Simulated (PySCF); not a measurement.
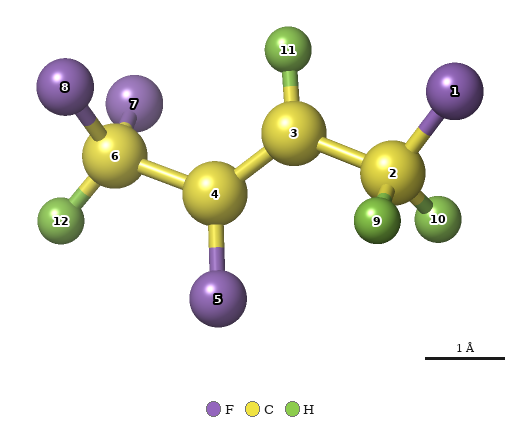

*The structure (ball-and-stick view, seen at a tilt; atoms are numbered from 1 in the order of the input).*

Run report: C₄H₄F₄, excited-state calculation

- system: C₄H₄F₄
- method: TDDFT CAM-B3LYP/def2-SVPD, vertical, gas phase, core orbitals frozen in the response (PySCF 2.14.0)

The geometry comes from this level: GFN2-xTB. It belongs to a series of runs on one base structure; here: constitutional isomer.

The program's output
```
coarse grid: 11168 points
cycle   1  E = -553.3786679428  dE =  1.205e+00  |g| = 9.105e-01  |ddm| = 4.889e+00
cycle   2  E = -553.3070943534  dE =  7.157e-02  |g| = 1.181e+00  |ddm| = 2.052e+00
cycle   3  E = -553.5309138012  dE = -2.238e-01  |g| = 6.454e-02  |ddm| = 1.146e+00
cycle   4  E = -553.5315942419  dE = -6.804e-04  |g| = 2.479e-02  |ddm| = 1.184e-01
cycle   5  E = -553.5317210535  dE = -1.268e-04  |g| = 6.689e-03  |ddm| = 4.913e-02
cycle   6  E = -553.5317295887  dE = -8.535e-06  |g| = 2.548e-03  |ddm| = 1.207e-02
final grid: 112736 points
cycle   7  E = -553.6102553711  dE = -3.108e-05  |g| = 6.036e-03  |ddm| = 6.922e-02
cycle   8  E = -553.6102522668  dE =  3.104e-06  |g| = 7.704e-03  |ddm| = 1.292e-02
cycle   9  E = -553.6102616608  dE = -9.394e-06  |g| = 3.535e-04  |ddm| = 5.951e-03
cycle  10  E = -553.6102616848  dE = -2.402e-08  |g| = 1.371e-04  |ddm| = 7.398e-04
cycle  11  E = -553.6102616888  dE = -3.931e-09  |g| = 3.631e-05  |ddm| = 2.330e-04
cycle  12  E = -553.6102616890  dE = -2.144e-10  |g| = 1.231e-05  |ddm| = 4.481e-05
```

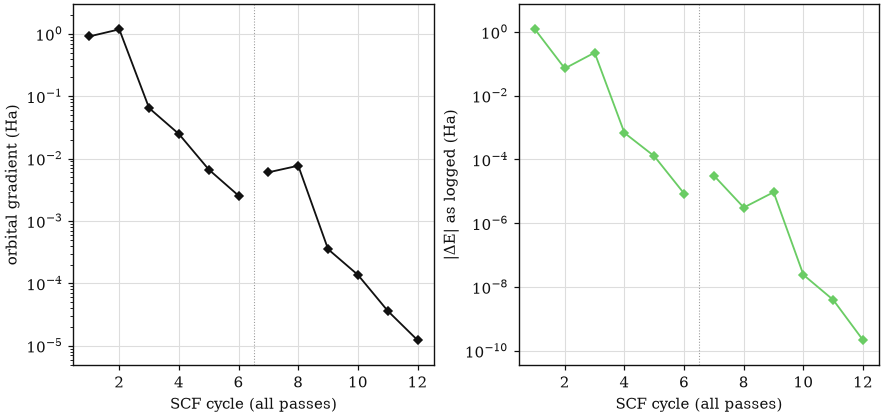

*Convergence of the self-consistent field: orbital gradient and size of the energy change against the SCF cycle. The dotted line marks the change from a coarse to the final integration grid.*

The first 6 cycles use a coarse grid, the final grid takes over at cycle 7, and the field converges after 12 cycles in all.

```
converged SCF energy = -553.6102616890

Static polarisability (au): isotropic 52.654, principal 42.110 49.230 66.624

Singlet excitations
state   eV       nm        f      main configurations
  1   6.9596    178.1   0.35937   H->L 0.97
  2   7.4052    167.4   0.00372   H->L+1 0.75
  3   7.9119    156.7   0.00011   H-1->L 0.93
  4   8.1872    151.4   0.00002   H->L+3 0.42, H->L+1 0.19, H->L+4 0.17
  5   8.3569    148.4   0.01376   H->L+2 0.77, H->L+4 0.09
  6   8.7024    142.5   0.01043   H->L+4 0.58, H->L+3 0.36
  7   8.9078    139.2   0.00057   H-3->L 0.83
  8   9.1741    135.1   0.02570   H-2->L 0.95

Triplet excitations (Tamm-Dancoff, eV): 4.0616 7.0987 7.5308
```

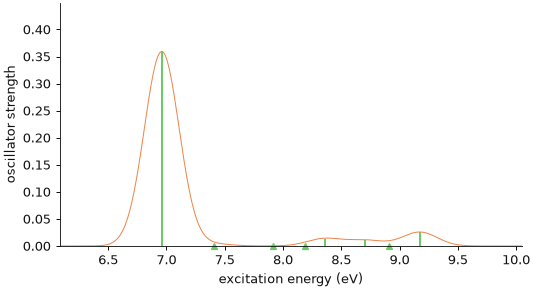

*Computed excitations as sticks (degenerate states added up, dark ones marked on the axis), with a Gaussian envelope of 0.35 eV full width at half maximum, scaled to the tallest.*

Of the 8 states the lowest lies at 6.96 eV (f = 0.359); the strongest line is at 6.96 eV, or 178 nm (f = 0.359).

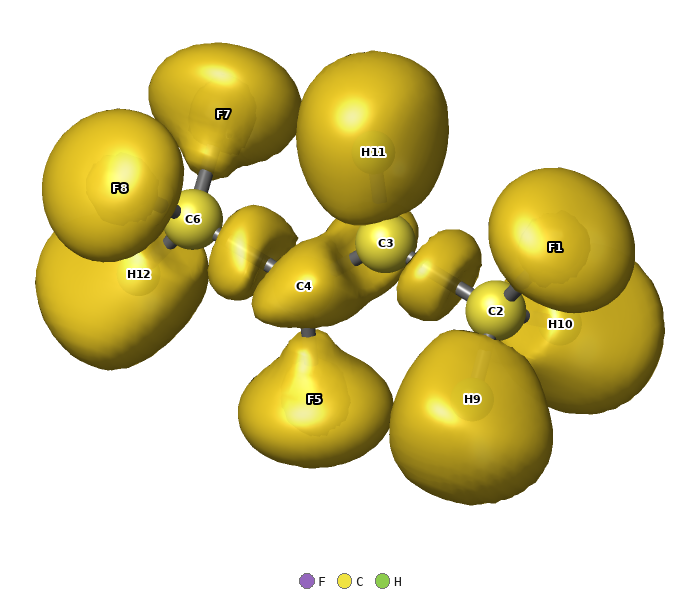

*Isosurface of the ELF at 0.75 (yellow), seen at a tilt. Only the valence region is drawn (cores and ρ < 0.01 e/Å³ removed).*

Values along the shortest contacts: C–C (1.32 Å): the ELF peaks at about 0.90 between the atoms (a multiple bond by its length, whose ELF region spreads away from the axis). C–F (1.35 Å): the ELF peaks at about 0.85 between the atoms (a shared but strongly polarised pair).

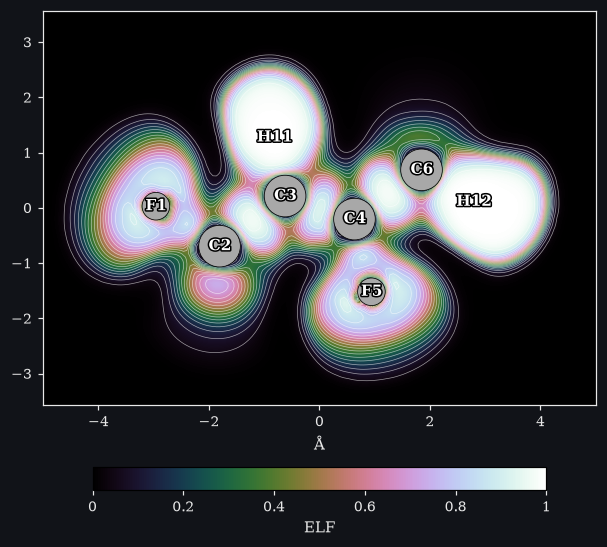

*Electron localisation function on the plane of atoms C4, C6 and H12. Grey discs, where drawn, cover atomic cores.*

The section cuts through F, C and H sites. C–C (1.32 Å): the ELF peaks at about 0.90 between the atoms (a multiple bond by its length, whose ELF region spreads away from the axis). C–C (1.49 Å): the ELF peaks at about 0.95 between the atoms, which marks a covalent bond.

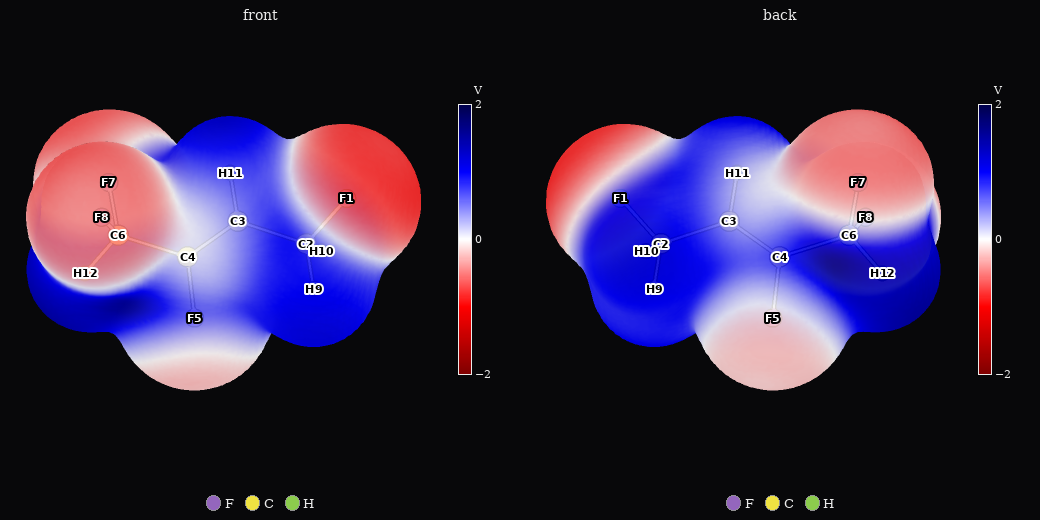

*The electrostatic potential painted on the density surface at 0.002 e/bohr³, seen at a tilt and from behind; red is negative and blue positive.*

Its dipole moment is 1.64 D.

This output came from the following input.

Input file
```
{"job": {"kind": "uv", "xc": "CAM-B3LYP", "basis": "def2-SVPD", "nstates": 8, "ntriplets": 3}, "charge": 0, "multiplicity": 1}
F      2.674183     0.929257    -0.883837
C      1.942360     0.112094    -0.069436
C      0.483946     0.280039    -0.340789
C     -0.475844    -0.294963     0.366022
F     -0.195235    -1.094376     1.418378
C     -1.952391    -0.152268     0.107662
F     -2.265120    -0.568342    -1.143449
F     -2.331326     1.146787     0.170379
H      2.192246     0.373230     0.965770
H      2.266095    -0.916927    -0.270752
H      0.216133     0.912199    -1.173573
H     -2.553849    -0.727417     0.827598
```

The first line tells a small driver script what to run in PySCF; the rest is the geometry in Å.

Launch command:
```bash
OMP_NUM_THREADS=1 python <driver script> task.json out
```

Results in brief

```tsv
quantity	value
outcome	converged
total energy	−553.610262 hartree
HOMO	−9.55 eV
LUMO	0.19 eV
dipole moment	1.64 D
mean polarisability	52.65 a.u.
lowest singlet excitation	6.96 eV
hardware	1 CPU thread, shared host
wall time	79 s
peak memory	0.9 GiB
```
